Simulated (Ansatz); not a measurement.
Consider BaOsO3 (cubic perovskite) (Pm-3m).

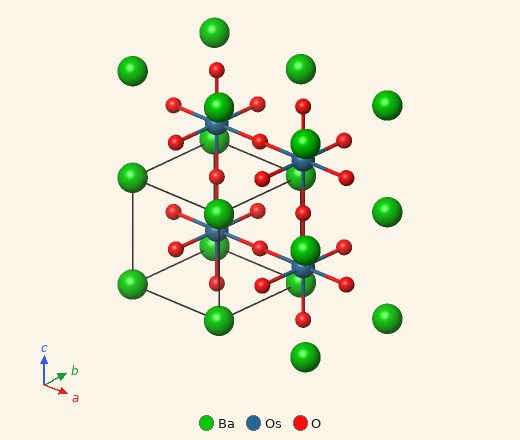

The structure (barium green, osmium blue, oxygen red). 2×1×2 cells are drawn. Some periodic images of atoms are drawn too.

The structure was built from a prototype and need not be the compound's stable phase.

Symmetry: Pm-3m, No. 221, cubic system. The conventional cell has a = 3.952 Å, b = 3.952 Å, c = 3.952 Å, α = 90.00°, β = 90.00°, γ = 90.00°. Ba has 12 O at 2.79 Å nearest. Nearest to Os lie 6 O at 1.98 Å. Nearest to O lie 2 Os at 1.98 Å and 4 Ba at 2.79 Å. Farther neighbours and most contacts between anions are not listed.

```xyz
5
Lattice="0.0000 -3.9517 0.0000 0.0000 0.0000 3.9517 -3.9517 0.0000 0.0000" Properties=species:S:1:pos:R:3 pbc="T T T"
Ba    0.0000    0.0000    0.0000
Os   -1.9758   -1.9758    1.9758
O     0.0000   -1.9758    1.9758
O    -1.9758   -1.9758    0.0000
O    -1.9758    0.0000    1.9758
```

The structure was relaxed with LDA. The structure type comes from a generator and need not be one that this composition takes. The structure was generated from a model, not taken from a measurement. The runs that relaxed it are not among those shown. The program's search for lower electronic states was switched off, so nothing shows that the state found is the lowest. Spin-orbit coupling is left out unless a run names it. PAW set soft_2, made with PBE.

A constrained-RPA run (Ansatz 0.2.0; non-magnetic LDA; Os t2g, bands v2 to c1, 6×6×6 mesh, medium accuracy) builds 3 functions on bands 4.2 eV wide, with 4.0 electrons in the window. The bare on-site interaction is 10.5 eV and the bare J 0.33 eV.

Q: What U and J survive the screening?

On the Os t2g shell, U = 2.50 eV (24 % of the bare value), U′ = 1.96 eV, J = 0.23 eV.

The parent state is non-magnetic and the interaction static (zero frequency); U depends on the window and the orbitals, so it belongs to this model alone. Spin-orbit coupling, which is strong for atoms this heavy, is left out.

[Paths, hosts, dates, memory and timing lines, banners, echoed tables and standing remarks are left out of the program output.]

[Logs are printed without paths, hosts, clocks, repeated set-up lines and the standing remarks that a program may print on its own settings, such as how far it seeks lower states.]

[Runs of the session that timed out or met a known fault of the program may be left out.]

[Hosts, paths, dates, database ids (printed as entryN), source tags and the programs' standing remarks are cut or masked in the printed files.]
